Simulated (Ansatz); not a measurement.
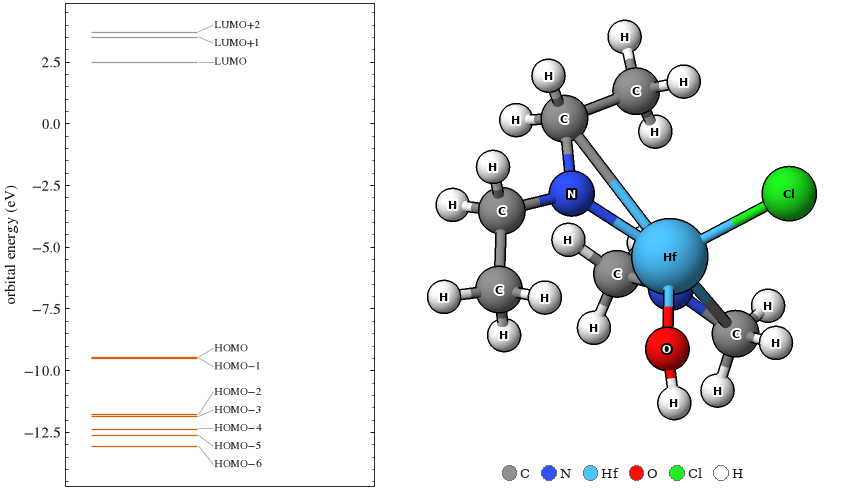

C₆H₁₇ClHfN₂O, singlet. Hartree-Fock orbital energies near the frontier, HF/def2-TZVPP in the Ansatz code, at a PBE0-D4/def2-TZVP geometry (no frequency check), isolated molecule; empty levels in grey, levels within 0.03 eV side by side.

Where do the frontier orbitals lie?

Answer. HOMO at −9.47 eV, LUMO at 2.50 eV, 11.96 eV apart.

List the levels.

Answer.
```tsv
orbital	energy (eV)
LUMO+2	3.72
LUMO+1	3.50
LUMO	2.50
HOMO	−9.47
HOMO−1	−9.50
HOMO−2	−11.79
HOMO−3	−11.87
HOMO−4	−12.38
HOMO−5	−12.64
HOMO−6	−13.08
```

Known limits of this run: core potentials past krypton; spin-orbit coupling is left out, and with Hf it can shift these levels and split any degenerate set; one conformer of a flexible molecule; empty levels above zero depend strongly on the basis.
